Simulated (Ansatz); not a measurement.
Cl2FHSi···H (doublet)

The calculation's input:

```
crystal:
  periodic: [false, false, false]
  atoms:
    - { symbol: Si, position_ang: [0.004172, -0.00651, -0.295661] }
    - { symbol: Cl, position_ang: [-0.037323, 0.063334, 3.024571] }
    - { symbol: H, position_ang: [1.418271, 0.02829, -0.784118] }
    - { symbol: Cl, position_ang: [-0.992077, 1.718932, -0.912353] }
    - { symbol: H, position_ang: [-0.732757, -1.213777, -0.784438] }
    - { symbol: F, position_ang: [0.025614, -0.043568, 4.630299] }
magnetization:
  spin_polarized: true
  initial_magnetization: 1
basis:
  gaussian: { orbitals: "6-31G*" }
hamiltonian:
  xc: blyp
  dispersion: d4
relax:
  f_tol: 0.03
  max_steps: 50
output:
  orbitals: {}
```

Run with:

```sh
ansatz run input.yaml --threads 2 --pin off --max-ram 3072MiB --backend cpu --events-out ev --progress --plain --runs-dir out
```

The fields are those of the run's last geometry, not of the input's.

The calculation used Ansatz 0.2.0, UKS BLYP-D4/6-31G*.

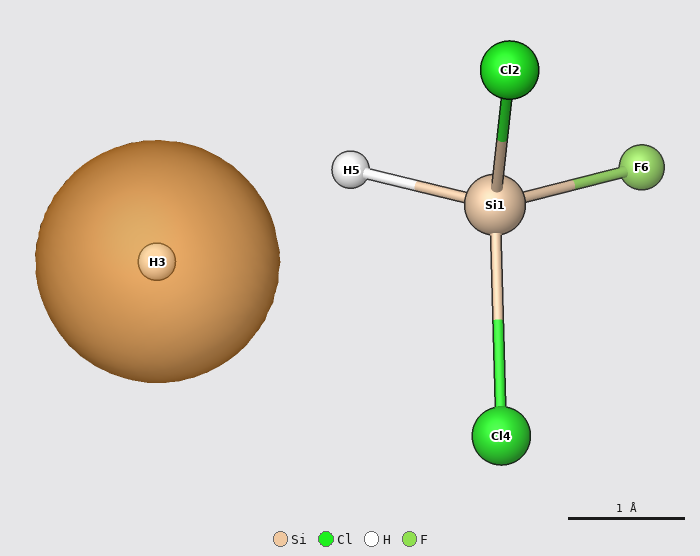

Figure 1. Isosurface of the spin density at +0.04 e/Å³ (orange), seen at a tilt.

### Where is the unpaired spin?

The unpaired spin (1 electron) lies mostly on H3 (about 0.9), in electrons by Hirshfeld's partition.

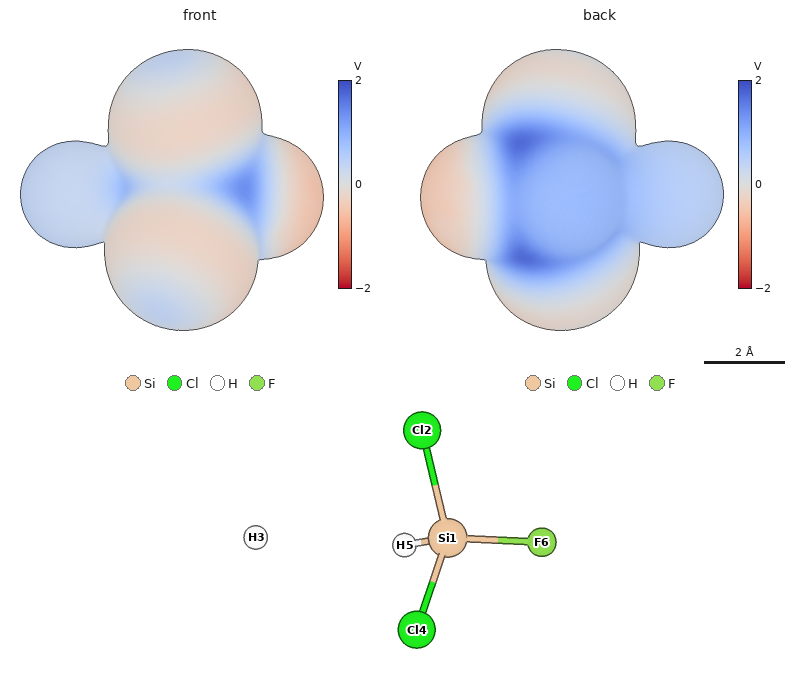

Figure 2. The electrostatic potential painted on the density surface at 0.002 e/bohr³, seen from the front and from behind; red is negative and blue positive. The bare structure is drawn below in the same view.

### Describe the electrostatic potential map.

The most negative region (about −0.4 V, or −9 kcal/mol for a unit charge) lies over F6, the most positive (about +1.6 V, or +37 kcal/mol for a unit charge) over Si1. Cl2 shows a σ-hole: about +0.4 V, or +9 kcal/mol for a unit charge at the tip opposite its bond, against about −0.1 V on its flanks. Cl4 shows a σ-hole: about +0.4 V, or +9 kcal/mol for a unit charge at the tip opposite its bond, against about −0.1 V on its flanks.

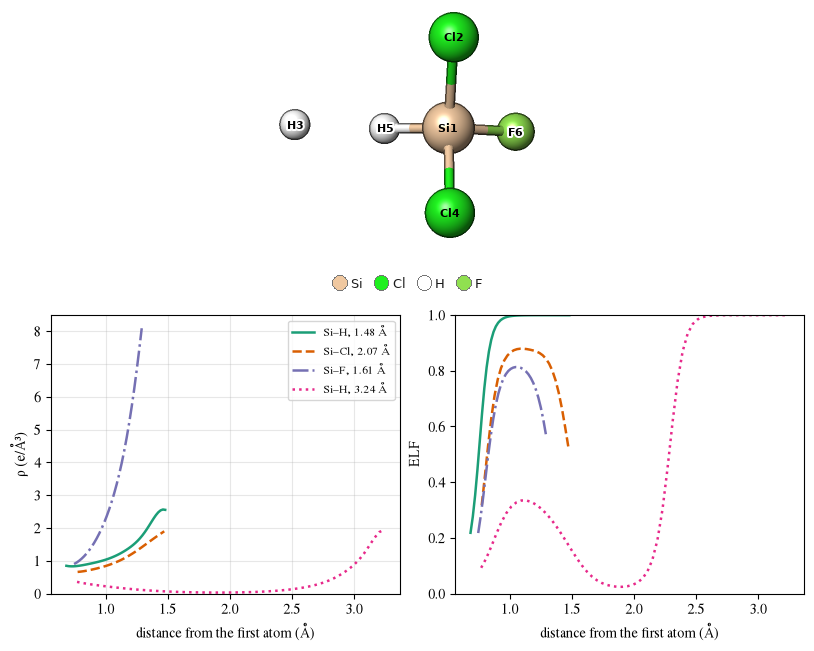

Figure 3. Total electron density and ELF along straight lines between neighbouring atoms. The curves leave out the atomic cores. The structure is drawn too.

### What can be read from the curves?

Si–H (1.48 Å): ρ is about 0.83 e/Å³ halfway; the ELF climbs to about 1 towards the hydrogen, as it does in any bond to H.
Si–Cl (2.07 Å): ρ is about 0.88 e/Å³ halfway; the ELF peaks at about 0.90 between the atoms (a polar covalent bond).
Si–F (1.61 Å): ρ is about 1.1 e/Å³ halfway; the ELF peaks at about 0.80 in the valence shell of F, 0.6 Å from its nucleus, and is about 0.40 at the midpoint.
Si1···H3 (3.24 Å): the density falls to about 0.03 e/Å³ on the way; the ELF dips to about 0 between them: a weak contact between the two molecules.
